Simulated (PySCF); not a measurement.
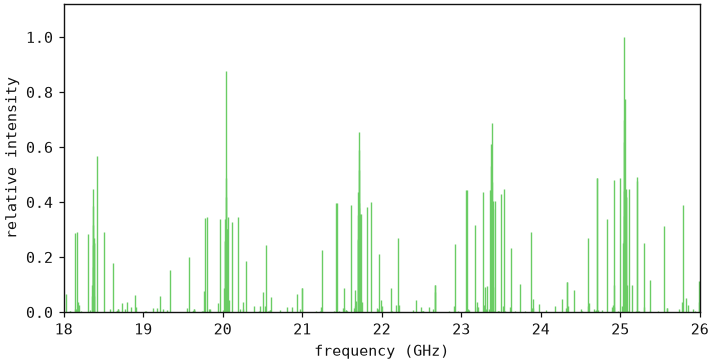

Simulated rotational absorption lines between 18 and 26 GHz at 10 K: rigid rotor with the equilibrium constants and dipole of one optimised conformer (PBE0-D3(BJ)/def2-SVP, PySCF), commonest isotopes; no centrifugal distortion, hyperfine structure, internal rotation or nuclear-spin weights; lines within 1 MHz of each other are summed.

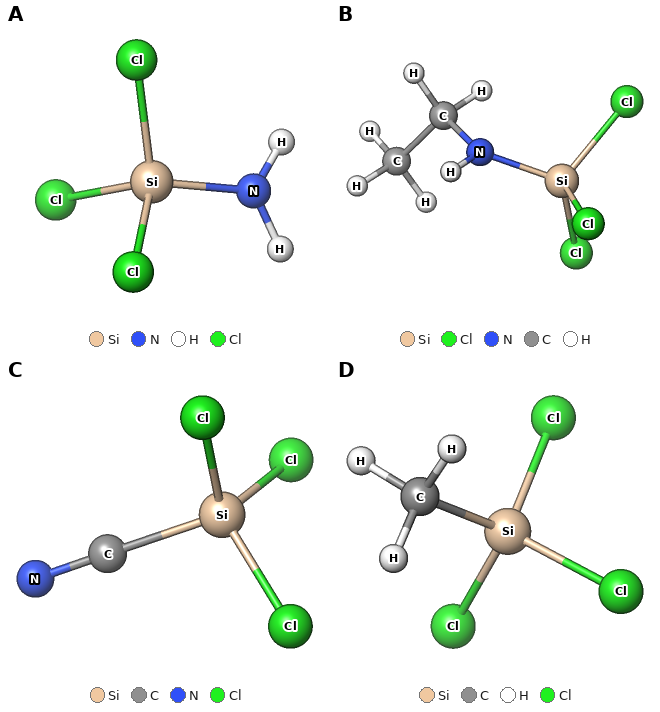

Question: Which molecule gives this spectrum? Choose among the lettered structures.

Answer: Structure B, C₂H₆Cl₃NSi (SiCl3(NHEt)), SMILES CCN[Si](Cl)(Cl)Cl. Rotational constants A, B, C = 1.314, 0.8493, 0.8195 GHz, |μa|, |μb|, |μc| = 2.24, 0.27, 1.44 D.

Caveats: coarse grid, loose stop and no frequency check, small forces are noise and the end may be a saddle.
